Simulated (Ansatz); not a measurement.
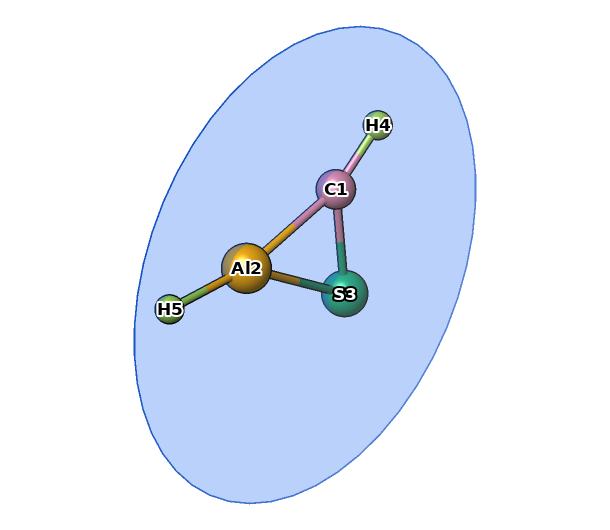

A disc through the centre of mass is drawn in. Distant atoms are faded towards the background colour. Charge +1, singlet. The geometry was computed by an optimisation with PBE0-D4/def2-TZVP. No frequency run is at hand to confirm it as a minimum.

Question: Is the plane of the disc a mirror plane of the structure?

Answer: Yes. The reflection leaves C1, Al2, S3, H4, H5 in place. The point group is Cs.
